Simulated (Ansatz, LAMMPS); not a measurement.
**Glassy 62P2O5-14Al2O3-24BaO (mol %) (160 atoms): a short ab initio trajectory**

Wanted: a short trajectory of glassy 62P2O5-14Al2O3-24BaO (mol %) (160 atoms) with its pair distributions.

Method: Kohn-Sham DFT, PBE, PAW (set soft_2), plane waves, in Ansatz 0.2.0.

## (1) The structure

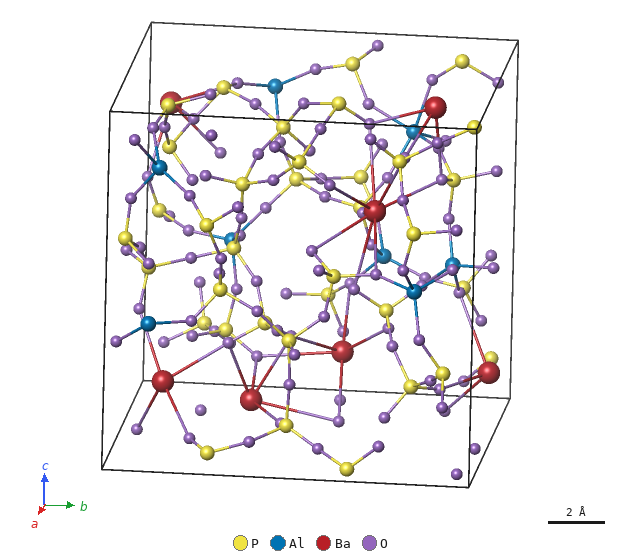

The cell as given, slightly off an axis (phosphorus yellow, aluminium blue, barium red, oxygen purple). Bonds to atoms that aren't drawn are left out. Some periodic images of atoms are drawn too.

The cell holds 160 atoms: 36 P, 8 Al, 7 Ba and 109 O. Its edges and angles: a = 13.235 Å, b = 13.235 Å, c = 13.235 Å, α = 90.0°, β = 90.0°, γ = 90.0°. 160 atoms (36 P, 8 Al, 7 Ba, 109 O) placed at random at 2.92 g/cm³, melted at 4000 K for 10 ps at fixed volume with the Morse and Coulomb pair potential with partial charges (Pedone, Malavasi, Menziani, Cormack and Segre, J. Phys. Chem. B 110, 11780 (2006)). Quenched from 4000 K to 300 K at 100 K/ps and fixed volume, held 10 ps at zero pressure.

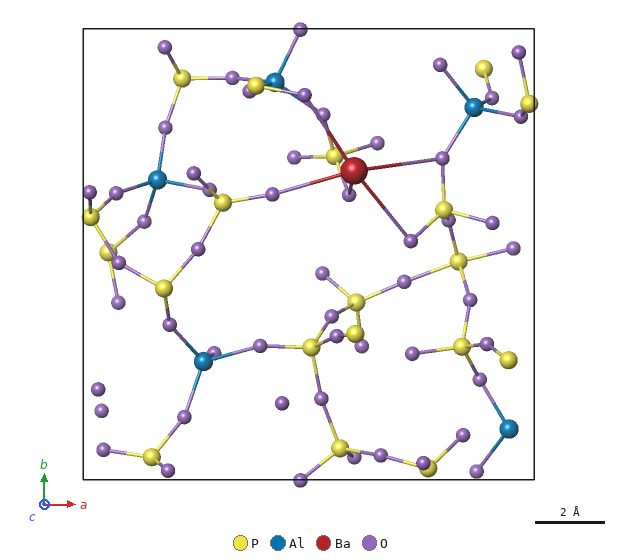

A slice 6 Å thick through the middle of the cell. Bonds to atoms that aren't drawn are left out.

What the set-up can't give: The quench rate of 100 K/ps is many orders above laboratory rates, so the cell is likely richer in defects and strain than a real sample. The starting topology of bonds comes from the classical model. The Brillouin zone is sampled at Γ only, in a cell whose shortest periodic width is 13 Å. No spin–orbit coupling is included, so levels derived from the heavy atoms are approximate.

## (2) Dynamics started at 300 K

A Nosé–Hoover thermostat steers the temperature while disturbing the dynamics little. The time step is 1.0 fs.

Contents of input.yaml:

```yaml
crystal:
  lattice:
    - [13.2347, 0.0, 0.0]
    - [0.0, 13.2347, 0.0]
    - [0.0, 0.0, 13.2347]
  atoms:
    - { symbol: P, position: [0.40611, 0.10085, 0.75839] }
    - { symbol: P, position: [0.01644, 0.58204, 0.60147] }
    - { symbol: P, position: [0.5699, 0.06915, 0.4611] }
    - { symbol: P, position: [0.55798, 0.71739, 0.37001] }
    [... 150 atom lines left out ...]
    - { symbol: O, position: [0.33102, 0.89101, 0.37234] }
    - { symbol: O, position: [0.7917, 0.9201, 0.55178] }
    - { symbol: O, position: [0.04052, 0.15247, 0.2924] }
    - { symbol: O, position: [0.67233, 0.41425, 0.74743] }
    - { symbol: O, position: [0.079, 0.48064, 0.60762] }
    - { symbol: O, position: [0.98103, 0.9207, 0.21435] }
kpoints:
  mp_grid: { grid: [1, 1, 1] }
hamiltonian:
  xc: pbe
scf:
  occupations: { method: fermi_dirac, width: 0.025 }
output:
  forces: true
md:
  timestep: 1.0
  n_steps: 63
  ensemble: nvt_nose_hoover
  temperature: 300
  initial_velocities: maxwell_boltzmann
  seed: 4830
```

The run is started by

```sh
> ansatz run input.yaml --threads 4 --pin off --max-ram 8192MiB --backend cpu --events-out ev --progress --plain --runs-dir out
```

Wall time 27 min (4 threads of Arm Neoverse V2, shared host); peak memory 4 GiB; 1.7 h of CPU time.

The program notes that it switched symmetry off.

The trajectory, sampled:

```tsv
time (fs)	T (K)	potential (meV/atom)	conserved (meV/atom)
0.0	300	0.0	0.00
4.0	387	-11.3	-0.08
8.0	509	-27.0	-0.11
13.0	615	-41.0	-0.12
17.0	639	-44.7	-0.14
21.0	567	-36.3	-0.10
25.0	473	-25.0	-0.05
29.0	449	-22.8	-0.06
34.0	494	-29.8	-0.09
38.0	535	-36.1	-0.10
42.0	570	-41.8	-0.11
46.0	581	-44.5	-0.12
50.0	555	-42.4	-0.10
55.0	529	-40.4	-0.09
59.0	539	-42.7	-0.12
63.0	545	-44.7	-0.11
```

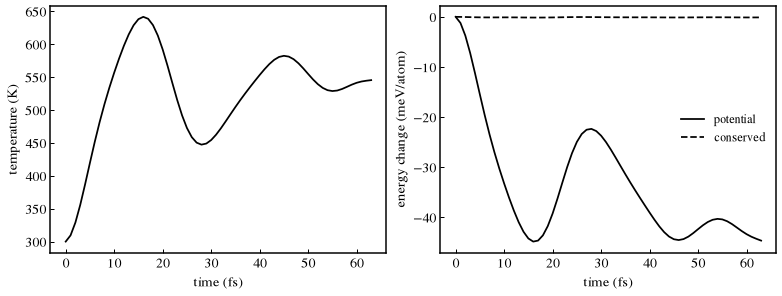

Temperature and energies against time.

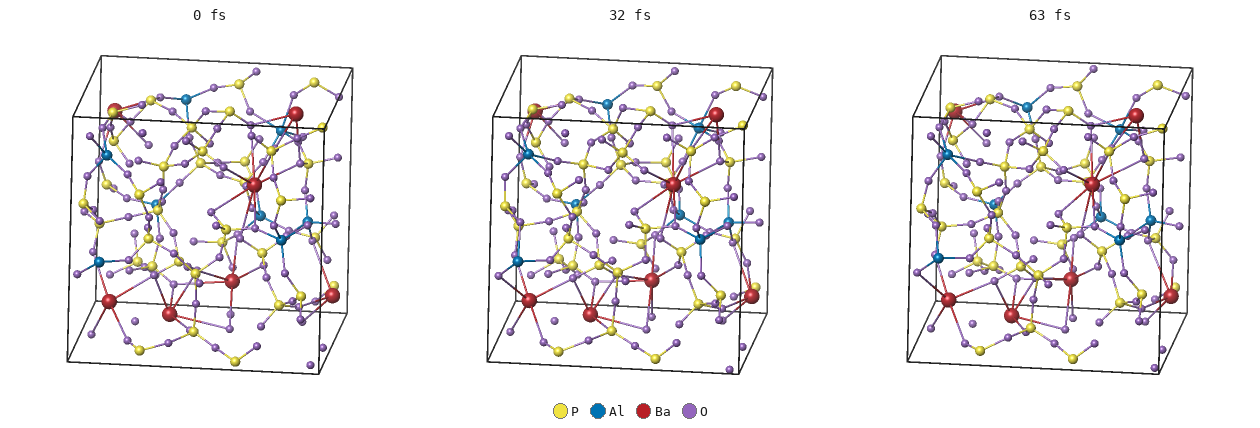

3 frames of the run. Bonds to atoms that aren't drawn are left out.

Mean square displacement from the first frame to the last: P 0.039 Å², Al 0.062 Å², Ba 0.027 Å², O 0.086 Å².

Table of mean square displacement by time lag:

```tsv
time lag (fs)	Al (Å²)	Ba (Å²)	O (Å²)	P (Å²)
1.0	4.0e-5	8.4e-6	7.9e-5	4.9e-5
4.0	6.4e-4	1.3e-4	0.00126	7.7e-4
8.0	0.00253	5.3e-4	0.00488	0.00291
12.0	0.00556	0.00119	0.0103	0.00598
16.0	0.00951	0.00209	0.0170	0.00939
20.0	0.0141	0.00324	0.0241	0.0127
24.0	0.0189	0.00461	0.0313	0.0156
28.0	0.0238	0.00621	0.0383	0.0182
32.0	0.0284	0.00801	0.0449	0.0204
```

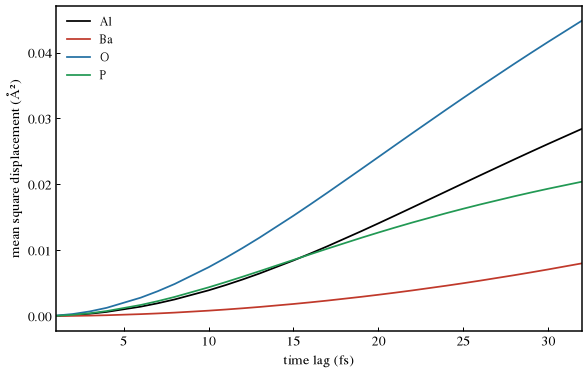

Mean square displacement against time lag.

Over the second half of 63 fs the temperature averages 542 K with swings of 27 K r.m.s. The conserved energy stays within 0.14 meV/atom. From first frame to last O has the largest mean square displacement, 0.086 Å² at the end; the farthest move is 0.57 Å. The mean temperature of 542 K lies well off the 300 K of the input, so the thermostat hasn't yet brought the run to equilibrium. The count of bonds goes from 225 in the first frame to 224 in the last, by one set of cutoffs: 3 pairs passed out of them and 2 came within. The run spans 0.06 ps, too short for its means to be equilibrium values.

## (3) Local order late in the run

The g(r) is a mean over the second half; what follows it is taken at the last frame.

Density 2.89 g/cm³, 14.49 Å³ an atom.

Mean of 17 frames. Pair distribution functions g(r), in bins of 0.2 Å:

```tsv
r (Å)	total	O-O	O-P	O-Al	O-Ba	P-P	P-Al
1.40	1.01	0.00	3.29	0.00	0.00	0.00	0.00
1.60	3.02	0.00	9.69	0.51	0.00	0.00	0.00
1.80	0.82	0.00	0.72	8.78	0.00	0.00	0.00
2.00	0.13	0.00	0.08	1.56	0.00	0.00	0.00
2.20	0.04	0.01	0.04	0.43	0.00	0.00	0.00
2.40	0.85	1.73	0.02	0.05	0.65	0.00	0.00
2.60	1.86	3.75	0.03	0.00	1.92	0.10	0.00
2.80	0.70	1.18	0.07	0.00	2.13	0.10	0.00
3.00	0.70	0.82	0.29	0.10	1.19	2.08	1.91
3.20	0.85	0.72	0.46	0.43	0.90	2.62	6.95
3.40	0.73	0.69	0.80	0.69	0.80	0.27	1.78
3.60	0.90	0.65	1.35	1.22	0.89	0.10	0.54
3.80	1.11	0.70	1.81	1.67	0.65	0.34	0.23
4.00	1.31	0.88	1.96	1.89	0.46	1.24	0.20
4.20	1.12	0.81	1.45	1.75	0.96	1.02	0.85
4.40	1.04	0.98	1.03	1.61	1.07	1.17	0.34
4.60	1.01	1.17	0.71	0.79	1.12	1.60	1.23
4.80	1.14	1.48	0.71	0.76	0.89	1.35	1.45
5.00	1.10	1.31	0.77	0.48	1.86	1.57	1.16
5.20	1.06	1.14	0.85	0.84	1.47	1.04	1.42
5.40	0.97	0.96	1.03	0.62	0.90	1.17	1.03
5.60	0.96	0.91	0.99	1.26	0.73	1.09	0.75
5.80	0.90	0.84	1.00	1.24	0.63	0.77	0.83
6.00	0.92	0.89	1.07	0.90	0.87	0.62	0.92
6.20	0.97	0.84	1.23	0.90	1.14	0.58	0.76
6.40	0.97	0.90	1.10	1.02	0.98	0.66	0.90
```

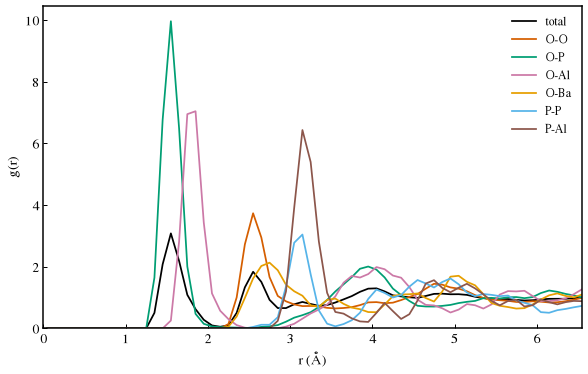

Pair distribution functions, lightly smoothed.

Bonds by pair of elements; cutoffs follow the first minimum of g(r), held within bounds set by covalent radii, and pairs that aren't listed don't count as bonded:

```tsv
pair A-B	cutoff (Å)	bonds	mean length (Å)	spread (Å)	shortest (Å)	B about A	A about B
O-P	2.11	144	1.56	0.078	1.42	1.32	4
O-Al	2.49	36	1.83	0.13	1.69	0.33	4.5
O-Ba	3.33	44	2.85	0.238	2.40	0.404	6.29
```

How many atoms have how many bonded neighbours:

```tsv
element	mean	1	2	3	4	5	6	7	8
Al	4.5	0	0	0	4	4	0	0	0
Ba	6.29	0	0	0	0	2	2	2	1
O	2.06	11	82	15	1	0	0	0	0
P	4	0	0	0	36	0	0	0	0
```

Bond angles, per cent of each kind in bins of 5°:

```tsv
angle (°)	O-P-O	O-Ba-O	O-Al-O	Ba-O-P	Al-O-P
45–50	0.0	3.3	0.0	0.0	0.0
50–55	0.0	1.7	0.0	0.0	0.0
55–60	0.0	3.3	0.0	0.0	0.0
60–65	0.0	4.2	0.0	0.0	0.0
65–70	0.0	5.8	0.0	0.0	0.0
70–75	0.0	6.7	0.0	0.0	0.0
75–80	0.0	9.2	4.7	2.2	0.0
80–85	0.0	5.8	3.1	0.0	0.0
85–90	0.0	4.2	12.5	0.0	0.0
90–95	0.9	6.7	10.9	6.5	0.0
95–100	9.3	5.8	6.2	6.5	0.0
100–105	13.9	2.5	10.9	8.7	0.0
105–110	32.4	4.2	17.2	4.3	0.0
110–115	23.6	3.3	6.2	10.9	0.0
115–120	16.2	5.0	10.9	13.0	0.0
120–125	3.7	4.2	3.1	2.2	2.8
125–130	0.0	3.3	4.7	6.5	0.0
130–135	0.0	0.8	1.6	4.3	8.3
135–140	0.0	3.3	0.0	2.2	11.1
140–145	0.0	2.5	0.0	6.5	8.3
145–150	0.0	2.5	0.0	4.3	36.1
150–155	0.0	1.7	1.6	10.9	8.3
155–160	0.0	5.0	1.6	4.3	11.1
160–165	0.0	3.3	0.0	2.2	5.6
165–170	0.0	0.8	3.1	0.0	5.6
170–175	0.0	0.0	1.6	2.2	2.8
175–180	0.0	0.8	0.0	2.2	0.0
```

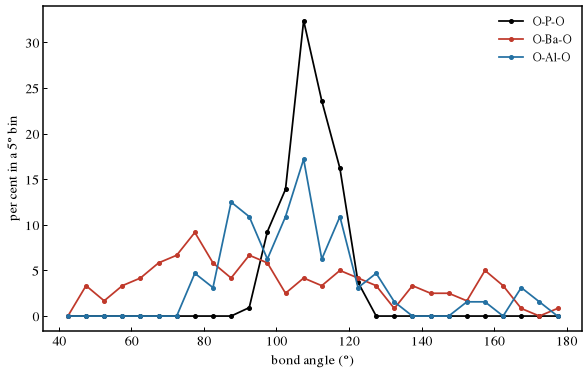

Distributions of the most common bond angles.

Bond angles (no mean is given where the spread exceeds 20°):

```tsv
angle	count	mean (°)	spread (°)
O-P-O	216	109	6.5
O-Ba-O	120	-	-
O-Al-O	64	-	-
Ba-O-P	46	-	-
Al-O-P	36	148	10.5
```

Oxygen atoms by the number of network formers (Si, P, Ge, B, Al, As, Ga) bound to them:

```tsv
network formers bound to O	O atoms	per cent
0	0	0
1	38	34.9
2	71	65.1
```

Network units: each former by its oxygen neighbours and how many of them bridge to another former:

```tsv
former	O neighbours	bridging O	atoms
P	4	1	1
P	4	2	8
P	4	3	19
P	4	4	8
Al	4	4	4
Al	5	5	4
```

Bond length by coordination (bonds to H left out):

```tsv
element	coordination	atoms	mean bond length (Å)
Al	4	4	1.76
Al	5	4	1.88
Ba	5	2	2.83
Ba	6	2	2.82
Ba	7	2	2.82
Ba	8	1	2.96
O	1	11	1.47
O	2	82	1.74
O	3	15	2.3
O	4	1	2.54
```

Rings of the network by King's shortest-path rule, up to 12 atoms, one path for each pair of neighbours; H, halogens, alkali and alkaline-earth atoms are left out, and the last column divides by all other atoms, bonded or not:

```tsv
ring size (atoms)	rings	per network atom
8	4	0.026
10	7	0.046
12	7	0.046
```

First main peaks of g(r), for some of the pairs, lie near 2.5 Å (O-O), 1.6 Å (O-P), 1.8 Å (O-Al), 2.8 Å (O-Ba), 3.1 Å (P-P) and 3.2 Å (P-Al). By these cutoffs 50 % of Al atoms have 4 and as many 5, 75 % of O atoms have 2 and all P atoms have 4 bonded neighbours. The O-P-O angle averages 109° with a spread of 6°. 65 % of the oxygens bridge two formers (P and Al) and 35 % are non-bridging. The commonest P unit has 4 oxygens, 3 of them shared with other formers (19 of 36 atoms). Rings of 10 and 12 atoms are the most common (39 % each of those counted); sizes run from 8 to 12, where the search stops.

## (4) Single point at the last frame

The last frame is solved once more, with the analyses that the dynamics left out.

Contents of input.yaml:

```yaml
crystal:
  lattice:
    - [13.2347, 0.0, 0.0]
    - [0.0, 13.2347, 0.0]
    - [0.0, 0.0, 13.2347]
  atoms:
    - { symbol: P, position: [0.40811, 0.09741, 0.7614] }
    - { symbol: P, position: [0.01208, 0.58209, 0.59258] }
    - { symbol: P, position: [0.57205, 0.07822, 0.4497] }
    - { symbol: P, position: [0.54498, 0.71508, 0.37403] }
    [... 150 atom lines left out ...]
    - { symbol: O, position: [0.33804, 0.87468, 0.375] }
    - { symbol: O, position: [0.79136, 0.91019, 0.53179] }
    - { symbol: O, position: [0.03728, 0.14978, 0.2926] }
    - { symbol: O, position: [0.65867, 0.43152, 0.72312] }
    - { symbol: O, position: [0.08288, 0.48867, 0.57369] }
    - { symbol: O, position: [0.97803, 0.91509, 0.20647] }
kpoints:
  mp_grid: { grid: [1, 1, 1] }
hamiltonian:
  xc: pbe
scf:
  occupations: { method: fermi_dirac, width: 0.025 }
output:
  forces: true
  stress: true
  populations: true
  dos:
    method: { smearing: { sigma: 0.1 } }
    de: 0.1
    projected: { site_lists: { Al: [Al], Ba: [Ba], O: [O], P: [P] } }
  eigenvalues: true
  write_density: true
  write_potential: true
  volumetric_format: npy
```

Wall time 77 s (4 threads); peak memory 3.7 GiB.

Numbers from this run:

| Quantity | Value |
| --- | --- |
| free energy | -135087.4046 eV |
| free energy per atom | -844.2963 eV/atom |
| SCF cycles | 10 |
| pressure | 1.173 GPa |
| r.m.s. force component | 1.144 eV/Å |
| longest force | 5.764 eV/Å |
| Fermi energy | 5.37 eV |
| gap (highest filled to lowest empty level) | 2.362 eV |
| spilling of the projection | 0.01685 |

Neighbours are counted within 2.11 Å (O-P), 2.49 Å (O-Al), 3.33 Å (O-Ba), the cutoffs taken from the dynamics.

Length of the force by element and coordination:

```tsv
element	coordination	atoms	mean length of the force (eV/Å)	spread	least	most
Al	all	8	1.16	0.431	0.558	1.95
Al	4	4	1.26	0.261	1.02	1.66
Al	5	4	1.06	0.533	0.558	1.95
Ba	all	7	0.741	0.396	0.209	1.44
Ba	5	2	0.623	0.178	0.445	0.801
Ba	6	2	0.300	0.0918	0.209	0.392
Ba	7	2	1.25	0.183	1.07	1.44
Ba	8	1	0.831	0	0.831	0.831
O	all	109	1.47	0.830	0.170	4.09
O	1	11	1.50	0.895	0.377	4.04
O	2	82	1.40	0.718	0.170	3.15
O	3	15	1.69	1.13	0.578	4.09
O	4	1	3.39	0	3.39	3.39
P	all	36	2.64	1.18	0.545	5.76
```

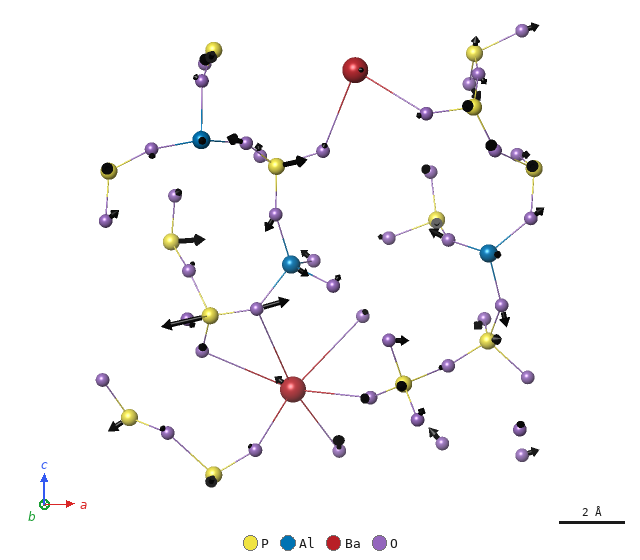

Forces as arrows; the longest in the cell is 5.76 eV/Å. Drawn is a slice 4 Å thick, seen along the normal of the ac plane. Bonds to atoms that aren't drawn are left out.

Löwdin charges by element and coordination (they lack the spilled electrons, 0.098 e an atom on average):

```tsv
element	coordination	atoms	mean charge (e)	spread	least	most
Al	all	8	1.39	0.0318	1.34	1.43
Al	4	4	1.41	0.0203	1.38	1.43
Al	5	4	1.36	0.0126	1.34	1.38
Ba	all	7	1.82	0.0112	1.80	1.84
Ba	5	2	1.81	0.0063	1.81	1.82
Ba	6	2	1.83	0.0016	1.83	1.84
Ba	7	2	1.81	0.0038	1.80	1.81
Ba	8	1	1.82	0	1.82	1.82
O	all	109	-0.800	0.0719	-0.990	-0.676
O	1	11	-0.805	0.0313	-0.879	-0.764
O	2	82	-0.783	0.0658	-0.951	-0.676
O	3	15	-0.875	0.0659	-0.990	-0.757
O	4	1	-0.960	0	-0.960	-0.960
P	all	36	2.19	0.054	2.06	2.30
```

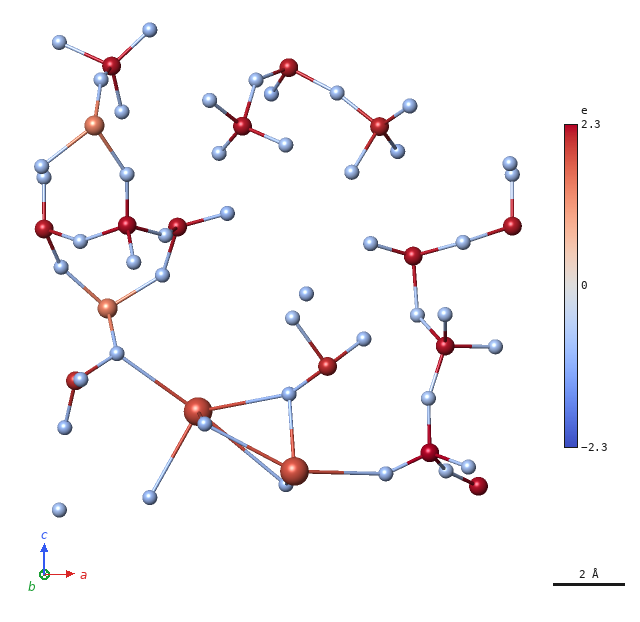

Atoms coloured by Löwdin charge. Drawn is a slice 4 Å thick, seen along the normal of the ac plane. Bonds to atoms that aren't drawn are left out.

States in the cell by windows of 1 eV, zero at the Fermi level; the larger projections on atomic orbitals stand beside the total:

```tsv
from (eV)	to (eV)	total	O p	P p	O s	Ba p
-14	-13	28.0	8.2	2.0	1.3	14.6
-13	-12	41.0	11.8	2.9	1.5	22.8
-12	-11	22.8	13.7	3.9	1.3	1.9
-11	-10	20.3	13.9	3.2	1.0	0.1
-10	-9	25.2	17.7	3.0	1.7	0.1
-9	-8	39.4	28.4	4.4	3.6	0.2
-8	-7	59.4	46.0	5.2	5.0	0.3
-7	-6	81.8	67.1	5.8	5.2	0.4
-6	-5	94.9	83.9	3.7	3.3	0.3
-5	-4	96.5	87.9	3.0	1.9	0.3
-4	-3	93.4	87.3	2.3	0.9	0.2
-3	-2	66.4	62.9	1.4	0.4	0.1
-2	-1	13.2	12.7	0.2	0.0	0.0
-1	1	0.0	0.0	0.0	0.0	0.0
1	2	3.3	0.5	0.5	0.7	0.0
2	3	10.2	1.4	1.5	1.5	0.0
3	4	35.9	3.3	5.4	3.5	0.0
4	5	58.3	5.9	11.3	4.6	0.0
```

Between -26 and -14 eV lie 232 more states.

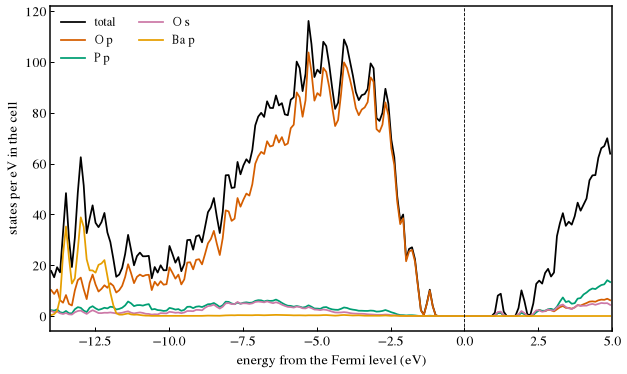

Total and projected density of states, with the broadening of the input.

The levels nearest the highest filled one (over half full), pooled over k-points and spins:

```tsv
level less the highest filled one (eV)	occupation
-0.707	2
-0.688	2
-0.586	2
-0.528	2
-0.428	2
0	2
2.36	0
3.12	0
3.60	0
3.74	0
3.90	0
4.00	0
```

Mean Löwdin charges: Al +1.39, Ba +1.82, O -0.80, P +2.19 e (they miss 1.7 % of the electrons, so they add up to more than the cell's charge).

## (5) What came out

```yaml
mean_temperature_second_half: 541.7 K
temperature_swing_second_half: 27.25 K
slope_of_the_conserved_energy_against_time_by_least_squares: -0.4458 meV/atom/ps
free_energy_per_atom: -844.2963 eV/atom
pressure: 1.173 GPa
r_m_s_force_component: 1.144 eV/Å
spacing_of_highest_filled_and_lowest_empty_level: 2.362 eV
wall_time_of_the_2_dft_runs: 28 min
```

**Reading.** Over the second half of 63 fs the temperature averages 542 K with swings of 27 K r.m.s. The conserved energy stays within 0.14 meV/atom. The mean temperature of 542 K lies well off the 300 K of the input, so the thermostat hasn't yet brought the run to equilibrium. The count of bonds goes from 225 in the first frame to 224 in the last, by one set of cutoffs: 3 pairs passed out of them and 2 came within. The run spans 0.06 ps, too short for its means to be equilibrium values. With the cutoffs above, 50 % of Al atoms have 4 and as many 5, 75 % of O atoms have 2 and all P atoms have 4 bonded neighbours. 65 % of the oxygens bridge two formers (P and Al) and 35 % are non-bridging.

The highest filled and lowest empty levels differ by 2.36 eV (at Γ alone); a semilocal functional tends to put such gaps too low. In a disordered cell it changes from sample to sample, and tail or defect levels can set it.

**Limits.** The starting topology of bonds comes from the classical model; in DFT 3 of its 225 bonded pairs passed out of the cutoffs and 2 came within them. The pressure of a single frame lacks the kinetic term, about 0.52 GPa here.

[Logs are printed without paths, hosts, clocks, repeated set-up lines and the standing remarks that a program may print on its own settings, such as how far it seeks lower states.]

[Hosts, paths, dates, database ids (printed as entryN), source tags and the programs' standing remarks are cut or masked in the printed files.]
